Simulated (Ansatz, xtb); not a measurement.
## Ligand exchange: GeH3Br + CH3K → GeH3(CH3) + KBr

Species: GeH3Br `[GeH3][Br]`, singlet; CH3K `[CH3][K]`, singlet; GeH3(CH3) (methyl germane), singlet; KBr, singlet. The partners trade Br for CH3: Ge–Br and K–CH3 bonds give way to Ge–CH3 and K–Br.

Shapes, held fixed at every level: PBE0-D4/def2-TZVP. Programs: Ansatz 0.2.0, xtb 6.7.1. The zero-point and thermal change to 298 K, harmonic and unscaled (PBE0-D4/def2-TZVP), is +9.2 kJ/mol.

| level | kind | ΔH(298 K) (kJ/mol) | less CCSD(T)/def2-TZVPP |
| --- | --- | --- | --- |
| GFN1-xTB | semi-empirical | -81.7 | +152.6 |
| HF/def2-TZVPP | Hartree–Fock | -264.6 | -30.3 |
| SPW92/def2-TZVPP | LDA | -217.1 | +17.2 |
| PBE-D4/def2-TZVPP | GGA | -211.5 | +22.8 |
| r2SCAN-D4/def2-TZVPP | meta-GGA | -237.6 | -3.3 |
| PBE0-D4/def2-TZVPP | global hybrid | -231.3 | +3.0 |
| MP2/def2-TZVPP | perturbation theory | -236.4 | -2.1 |
| CCSD(T)/def2-TZVPP | coupled cluster or CI | -234.3 | 0.0 |

The highest level, CCSD(T)/def2-TZVPP, gives ΔH(298 K) = -234.3 kJ/mol; the levels span -264.6 to -81.7. GFN1-xTB strays far from the other rows. The column of differences is taken from that level and isn't an error. No measured value is set beside it here. Relativity is left out for Br, Ge unless named. Correlated rows may include outer-core shells of Br, Ge, K, which these sets cover unevenly.

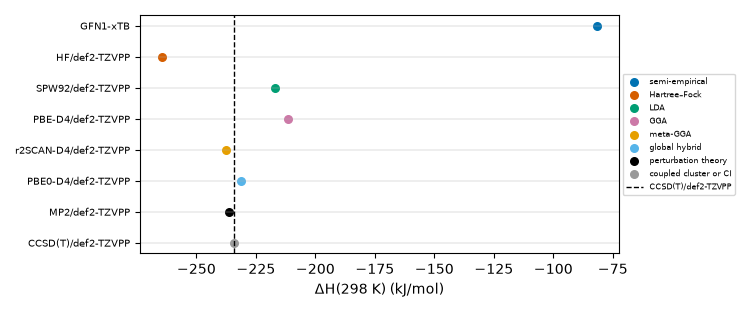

The values of the table, level by level.
